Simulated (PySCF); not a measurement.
**C4H12Si2: runs on many settings**

Aim: see how C4H12Si2 (`C[C@@H]1CC[SiH2][SiH2]1`) answers to the choice of functional, basis, grid and SCF options.

Computed with PySCF 2.14.0, with density-fitted response routines of our own, on a single molecule in the gas phase. Atoms count from 0, in the outputs and in this text.

### Step 1. Starting geometry

18 atoms, charge 0, multiplicity 1; geometry from: GFN2-xTB.

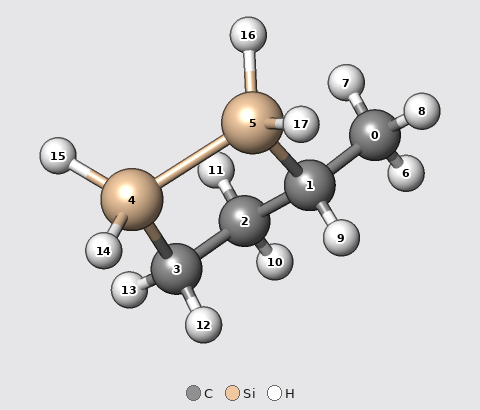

The starting geometry (carbon grey, silicon light orange, hydrogen white), atoms numbered; sticks join atoms by distance.

### Step 2. Shielding tensors: PBE0/pcSseg-1

Job settings and geometry (Å):

```
{"job": {"kind": "nmr", "xc": "PBE0", "basis": "pcSseg-1"}, "charge": 0, "multiplicity": 1}
C      2.250145    -0.371106    -0.092985
C      0.836360    -0.069458     0.389180
C     -0.147965    -1.144506    -0.084574
C     -1.583716    -0.835935     0.343451
Si    -2.030849     0.943152    -0.208158
Si     0.170245     1.642971    -0.180625
H      2.587009    -1.345393     0.262767
H      2.288955    -0.377086    -1.180979
H      2.947353     0.382552     0.267440
H      0.845384    -0.090496     1.485883
H      0.156137    -2.121252     0.307593
H     -0.104821    -1.210948    -1.176553
H     -1.655493    -0.915402     1.430367
H     -2.258980    -1.587155    -0.066558
H     -2.993206     1.537119     0.727077
H     -2.696573     0.902894    -1.517561
H      0.772531     1.984604    -1.477273
H      0.608724     2.681762     0.759851
```

With the program's defaults for keys left out, this is: GIAO PBE0/pcSseg-1 NMR shielding, non-relativistic, gas phase.

Started as:

```
OMP_NUM_THREADS=1 python probes_run.py task.json out
```

The driver reads the jobs from task.json and runs them one after another.

The program printed:

```text
coarse grid: 15032 points
cycle   1  E = -738.0667836958  dE =  3.580e-01  |g| = 4.135e-01  |ddm| = 3.669e+00
cycle   2  E = -738.0392674505  dE =  2.752e-02  |g| = 5.204e-01  |ddm| = 8.951e-01
cycle   3  E = -738.1134347895  dE = -7.417e-02  |g| = 4.365e-02  |ddm| = 5.673e-01
cycle   4  E = -738.1138379721  dE = -4.032e-04  |g| = 2.178e-02  |ddm| = 6.938e-02
cycle   5  E = -738.1139530115  dE = -1.150e-04  |g| = 3.564e-03  |ddm| = 2.154e-02
cycle   6  E = -738.1139562735  dE = -3.262e-06  |g| = 5.225e-04  |ddm| = 4.364e-03
final grid: 133152 points
cycle   7  E = -738.1492063405  dE = -2.869e-05  |g| = 7.667e-03  |ddm| = 2.454e-02
cycle   8  E = -738.1491952937  dE =  1.105e-05  |g| = 9.904e-03  |ddm| = 1.669e-02
cycle   9  E = -738.1492216804  dE = -2.639e-05  |g| = 6.563e-04  |ddm| = 1.014e-02
cycle  10  E = -738.1492217817  dE = -1.013e-07  |g| = 1.947e-04  |ddm| = 8.385e-04
cycle  11  E = -738.1492217906  dE = -8.818e-09  |g| = 3.186e-05  |ddm| = 1.633e-04
cycle  12  E = -738.1492217908  dE = -2.481e-10  |g| = 8.587e-06  |ddm| = 4.659e-05
converged SCF energy = -738.1492217908

GIAO shielding tensors (ppm)
atom      isotropic    diamagn.    paramagn.     s11        s22        s33       span
  0 C      165.374     245.015     -79.640    152.842    157.279    186.002     33.160
  1 C      159.076     252.123     -93.048    143.201    158.748    175.277     32.076
  2 C      147.691     249.585    -101.894    123.703    154.424    164.946     41.243
  3 C      172.429     251.377     -78.947    154.986    168.007    194.295     39.309
  4 Si     418.448     880.275    -461.827    376.028    403.926    475.389     99.361
  5 Si     412.012     881.329    -469.316    368.255    390.446    477.336    109.081
  6 H       30.167      29.368       0.799     25.160     27.694     37.646     12.486
  7 H       30.726      30.126       0.600     26.732     28.906     36.541      9.810
  8 H       30.085      28.997       1.088     24.854     28.045     37.355     12.501
  9 H       30.676      33.501      -2.825     26.925     29.016     36.088      9.163
 10 H       29.486      32.210      -2.724     23.918     28.664     35.877     11.959
 11 H       30.711      33.240      -2.529     26.545     29.933     35.654      9.109
 12 H       30.900      31.449      -0.549     25.984     28.635     38.082     12.098
 13 H       30.221      29.986       0.236     24.665     27.717     38.283     13.618
 14 H       27.775      28.864      -1.088     24.256     25.037     34.033      9.777
 15 H       27.850      29.059      -1.209     24.371     25.154     34.025      9.654
 16 H       28.244      29.966      -1.722     24.743     26.296     33.691      8.948
 17 H       27.849      29.674      -1.824     24.400     25.320     33.829      9.429
```

It took 24 s on 1 thread, shared host.

Shifts follow as δ = σ(reference) − σ, with reference shieldings (ppm) from runs at the same level and on the same kind of geometry: ¹H TMS 31.72, ¹³C TMS 186.9, ²⁹Si TMS 349.2. The references are single molecules in the gas phase. Atoms listed in one row are averaged.

```csv
atoms,environment,σ (ppm),δ (ppm),δ scaled to CDCl3
C2,sp3 CH2 in a ring,147.7,39.2,36.4
C1,sp3 CH bonded to Si,159.1,27.8,25.3
C0,methyl carbon,165.4,21.6,19.1
C3,sp3 CH2 bonded to Si,172.4,14.5,12.2
H14,"hydrogen on a silicon bonded to C, Si, in a 5-membered ring",27.78,3.94,–
H17,"hydrogen on a silicon bonded to C, Si, in a 5-membered ring",27.85,3.87,–
H15,"hydrogen on a silicon bonded to C, Si, in a 5-membered ring",27.85,3.87,–
H16,"hydrogen on a silicon bonded to C, Si, in a 5-membered ring",28.24,3.47,–
H10,hydrogen on an sp3 CH2 in a ring,29.49,2.23,2.21
H13,hydrogen on an sp3 CH2 bonded to Si,30.22,1.50,1.52
"H6, H7, H8",hydrogen on a methyl carbon,30.33,1.39,1.42
H9,hydrogen on an sp3 CH bonded to Si,30.68,1.04,1.09
H11,hydrogen on an sp3 CH2 in a ring,30.71,1.01,1.05
H12,hydrogen on an sp3 CH2 bonded to Si,30.90,0.82,0.88
Si5,"silicon bonded to C, Si, 2 H, in a 5-membered ring",412.0,-62.9,–
Si4,"silicon bonded to C, Si, 2 H, in a 5-membered ring",418.4,-69.3,–
```

The scaled column applies a straight-line fit of computed shieldings to shifts measured in CDCl3 (root-mean-square error 0.16 ppm for H, 1.9 ppm for C).

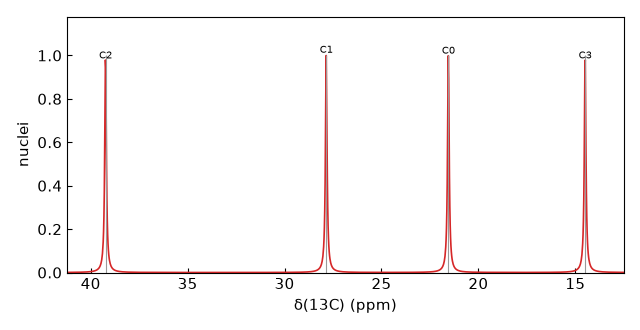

¹³C lines at the computed shifts, without couplings. Lines are broadened to a width of 0.10 ppm (Lorentzian).

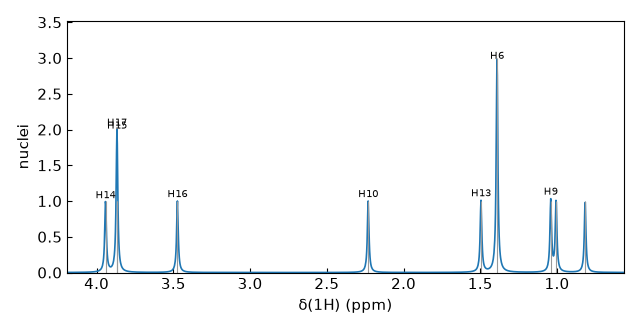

¹H lines at the computed shifts, without couplings. Lines are broadened to a width of 0.01 ppm (Lorentzian).

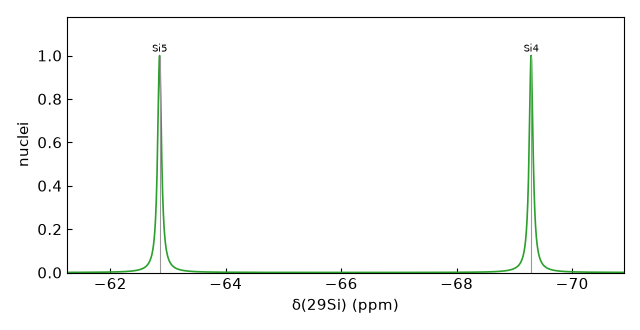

²⁹Si lines at the computed shifts, without couplings. Lines are broadened to a width of 0.08 ppm (Lorentzian).

Charges from the same density, by scheme (e):

```csv
atoms,Mulliken,IAO,Hirshfeld,ESP fit
C0,-0.20,-0.41,-0.12,-0.60
C1,-0.58,-0.35,-0.10,0.23
C2,-0.21,-0.24,-0.07,-0.12
C3,-0.48,-0.52,-0.16,-0.31
Si4,0.32,0.43,0.24,0.23
Si5,0.34,0.42,0.23,0.08
```

ESP fit charges:

C0 -0.60; C1 0.23; C2 -0.12; C3 -0.31; Si4 0.23; Si5 0.08; H6 0.14; H7 0.14; H8 0.15; H9 0.02; H10 0.05; H11 0.06; H12 0.09; H13 0.11; H14 -0.08; H15 -0.08; H16 -0.05; H17 -0.07

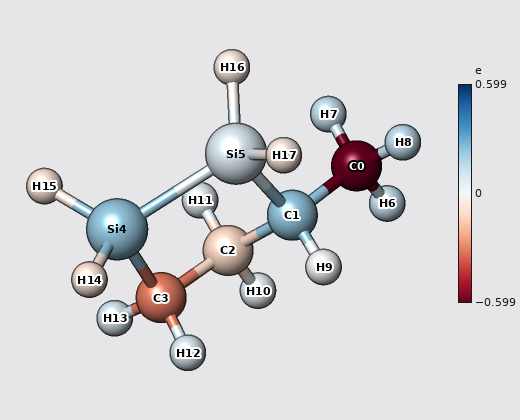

ESP fit charges, as colours on the atoms.

Mayer bond orders: C0–C1 1.05, C1–C2 1.00, C2–C3 1.04, C3–Si4 0.91, Si4–Si5 0.92, Si5–C1 0.87.

Ring of atoms C1, C2, C3, Si4, Si5: NICS(0) -4.2, NICS(1) -3.8, NICS(1)zz -0.8 ppm (means of both faces).

The fields below are evaluated on a grid from the run's orbitals.

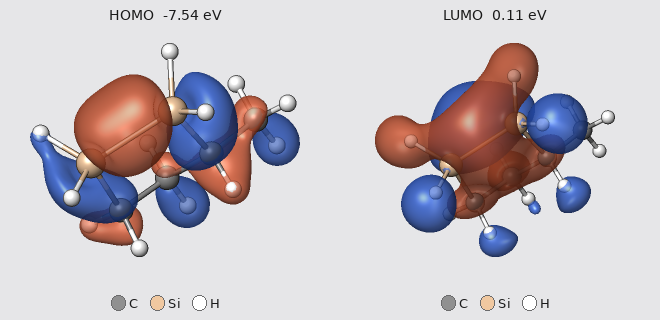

Frontier orbitals at PBE0/pcSseg-1; each surface holds 70 % of the orbital's density, blue and red mark the sign.

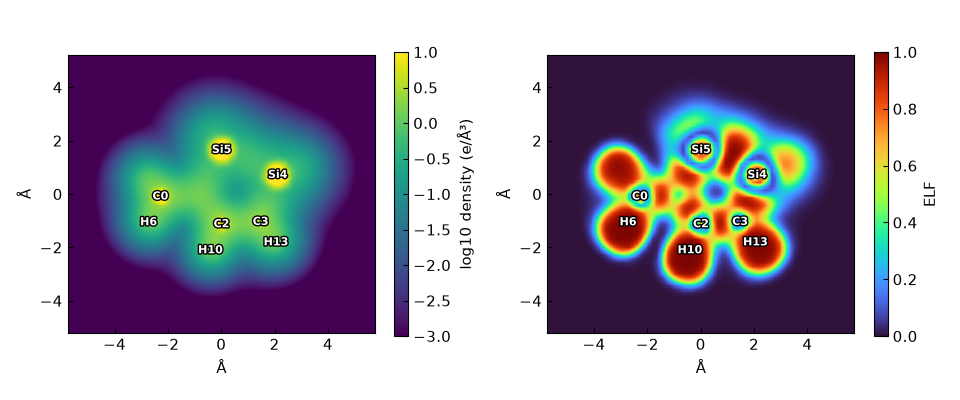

Density (left) and ELF (right) in a plane through or near 8 of the atoms.

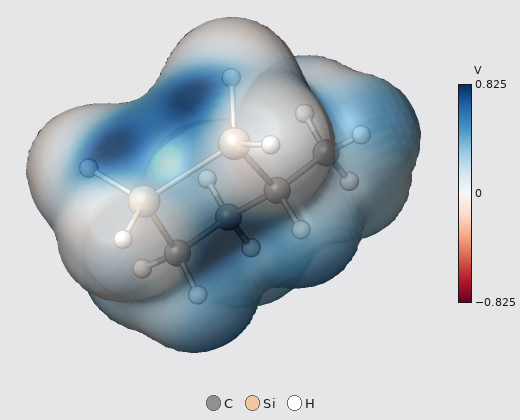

The potential that a unit positive charge feels on the 0.002 e/bohr³ surface, from the 1st to the 99th percentile, from -0.06 to 0.82 V.

### Step 3. Ultraviolet spectrum: PBE0/def2-SVPD

The job, as its differences from that of step 2:

```diff
@@ -1,2 +1,2 @@
-{"job": {"kind": "nmr", "xc": "PBE0", "basis": "pcSseg-1"}, "charge": 0, "multiplicity": 1}
+{"job": {"kind": "uv", "xc": "PBE0", "basis": "def2-SVPD", "nstates": 6, "ntriplets": 2}, "charge": 0, "multiplicity": 1}
 C      2.250145    -0.371106    -0.092985
```

Level: TDDFT PBE0/def2-SVPD, vertical, gas phase, core orbitals frozen in the response.

The program printed:

```text
coarse grid: 15032 points
cycle   1  E = -737.7685179608  dE =  3.138e-01  |g| = 3.953e-01  |ddm| = 5.362e+00
cycle   2  E = -737.7416380278  dE =  2.688e-02  |g| = 5.015e-01  |ddm| = 1.341e+00
cycle   3  E = -737.8126577369  dE = -7.102e-02  |g| = 4.373e-02  |ddm| = 7.632e-01
cycle   4  E = -737.8130875589  dE = -4.298e-04  |g| = 2.361e-02  |ddm| = 1.221e-01
cycle   5  E = -737.8132302367  dE = -1.427e-04  |g| = 3.253e-03  |ddm| = 4.259e-02
cycle   6  E = -737.8132334310  dE = -3.194e-06  |g| = 5.532e-04  |ddm| = 8.062e-03
final grid: 133152 points
cycle   7  E = -737.9087389109  dE = -3.041e-05  |g| = 7.434e-03  |ddm| = 1.116e-01
cycle   8  E = -737.9087275788  dE =  1.133e-05  |g| = 9.740e-03  |ddm| = 2.420e-02
cycle   9  E = -737.9087538422  dE = -2.626e-05  |g| = 6.432e-04  |ddm| = 1.413e-02
cycle  10  E = -737.9087539590  dE = -1.168e-07  |g| = 1.580e-04  |ddm| = 1.427e-03
cycle  11  E = -737.9087539649  dE = -5.928e-09  |g| = 3.283e-05  |ddm| = 2.891e-04
cycle  12  E = -737.9087539653  dE = -3.724e-10  |g| = 8.188e-06  |ddm| = 9.923e-05
converged SCF energy = -737.9087539653

Static polarisability (au): isotropic 102.397, principal 85.125 104.781 117.284

Singlet excitations
state   eV       nm        f      main configurations
  1   6.2521    198.3   0.00872   H->L 0.79, H->L+1 0.18
  2   6.5491    189.3   0.07656   H->L+1 0.77, H->L 0.18
  3   7.0285    176.4   0.12277   H->L+2 0.92
  4   7.2394    171.3   0.04323   H->L+3 0.49, H-1->L 0.38
  5   7.2720    170.5   0.03066   H->L+3 0.44, H-1->L 0.40, H-1->L+1 0.08
  6   7.4836    165.7   0.05620   H-1->L+1 0.59, H-2->L 0.18, H-1->L 0.13

Triplet excitations (Tamm-Dancoff, eV): 5.6545 5.8056
```

Wall time 31 s (1 thread, shared host).

The orbitals next to the gap, with their largest atomic shares:

```csv
orbital,eV,atoms
HOMO−3,-9.11,"Si5 18 %, C1 15 %, C2 12 %"
HOMO−2,-8.70,"Si4 23 %, C2 16 %, Si5 13 %"
HOMO−1,-8.47,"C3 20 %, C1 17 %, Si5 17 %"
HOMO,-7.48,"Si5 26 %, Si4 22 %, C1 16 %"
LUMO,0.04,"Si5 24 %, Si4 20 %, H17 7 %"
LUMO+1,0.23,"Si4 30 %, Si5 26 %, H15 9 %"
LUMO+2,0.50,"Si4 22 %, Si5 20 %, H14 10 %"
```

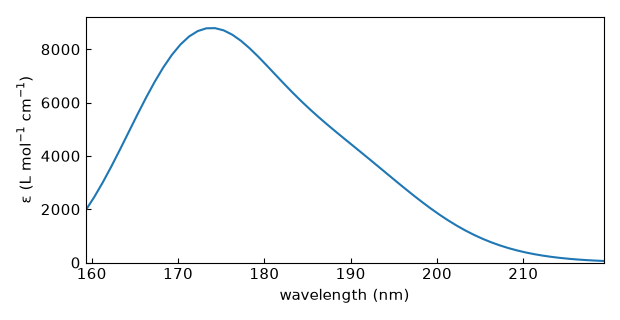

Absorption spectrum: each of the 6 states is a Gaussian band of 0.4 eV half-width at 1/e. Beyond the last state computed it falls off for lack of states.

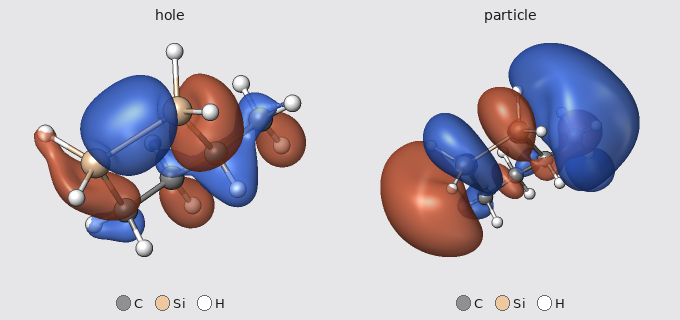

Leading natural transition orbitals of singlet state 3: the electron leaves the hole (left) for the particle orbital (right).

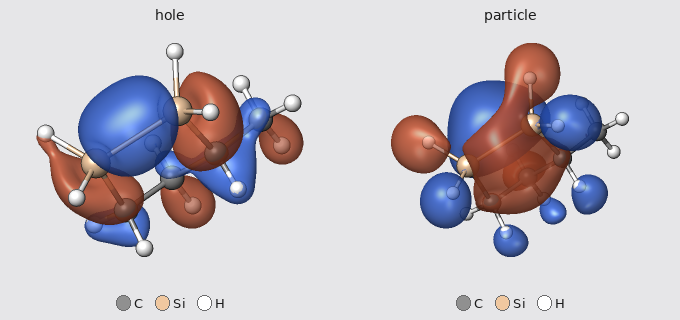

Leading natural transition orbitals of singlet state 1: the electron leaves the hole (left) for the particle orbital (right).

Further results of this job:

```csv
property,computed
dipole moment (D),0.92
polarisability (Å³),15.17
HOMO–LUMO gap (eV),7.52
−ε(HOMO) (eV),7.48
```

(Part 1 of 2 ends here.)
